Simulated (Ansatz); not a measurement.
Ag₂IBr

```cif
data_structure
_symmetry_space_group_name_H-M 'P 1'
_symmetry_Int_Tables_number 1
_cell_length_a 4.2408
_cell_length_b 4.2408
_cell_length_c 5.9056
_cell_angle_alpha 90.000
_cell_angle_beta 90.000
_cell_angle_gamma 90.000
_cell_volume 106.21
loop_
_atom_site_label
_atom_site_type_symbol
_atom_site_fract_x
_atom_site_fract_y
_atom_site_fract_z
_atom_site_occupancy
Br1 Br 0.00000 0.00000 0.00000 1
Ag1 Ag 0.00000 0.00000 0.50000 1
I1 I 0.50000 0.50000 0.50000 1
Ag2 Ag 0.50000 0.50000 0.00000 1
```

Space group P4/mmm; started from the ordered alloy on rocksalt lattice prototype, which need not be the ambient phase.

These are results of Ansatz, DFT, PBE, plane waves, PAW, not measurements.

What will maps of the valence pseudo-density and electron localisation function show?

Answer. Ag–Br (2.95 Å): ρ is about 0.2 e/Å³ halfway; the ELF is about 0.20 at the midpoint.
Ag–I (2.95 Å): ρ at the midpoint is about 0.26 e/Å³; the ELF is about 0.30 at the midpoint and 0.15 at its lowest between the atoms.
Ag–I (3.00 Å): the density is about 0.24 e/Å³ at the midpoint; the ELF is about 0.30 at the midpoint and 0.15 at its lowest between the atoms.
Ag–Br (3.00 Å): the density is about 0.18 e/Å³ at the midpoint; the ELF is about 0.15 at the midpoint.

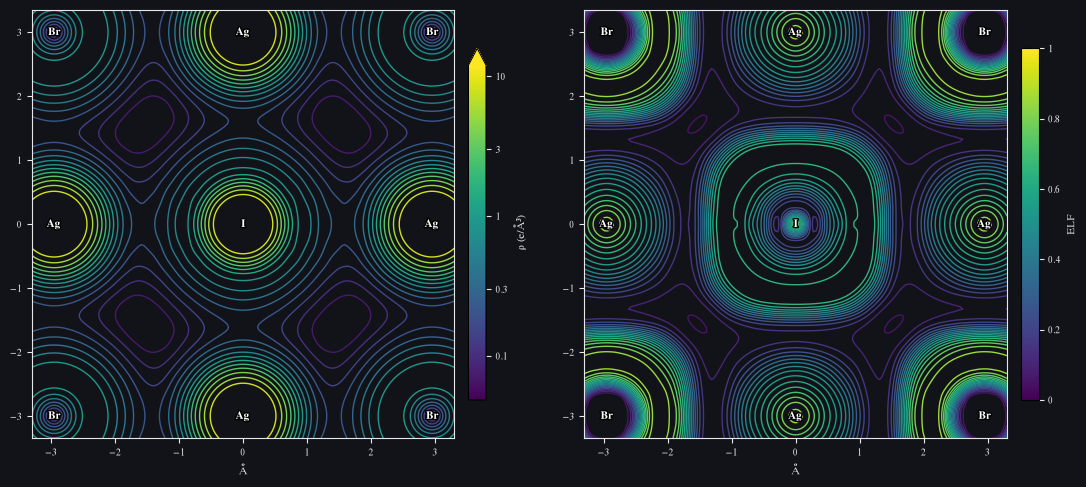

Computed valence pseudo-density and electron localisation function on the (110) plane of the conventional cell, in this order. 

In a PAW calculation such maps are meaningful between the atoms, not at the nuclei.
